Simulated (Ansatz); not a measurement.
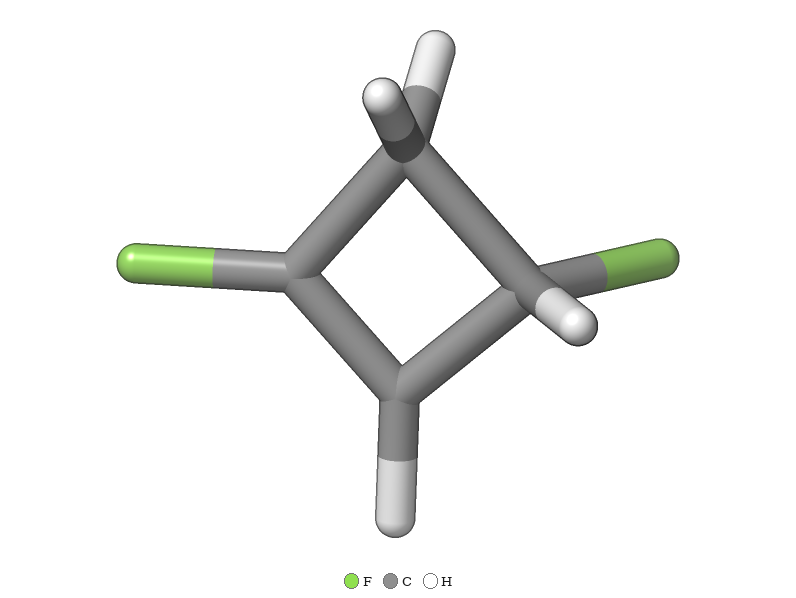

Computed geometry: PBE-D4/def2-SVP optimisation. No frequency run is at hand to confirm it as a minimum.

Give the structural formula.

SMILES: FC1=C[C@@H](F)C1

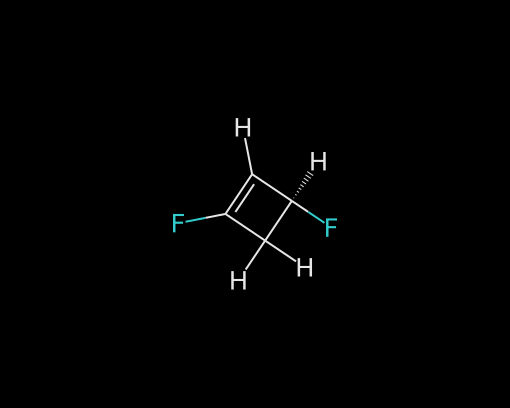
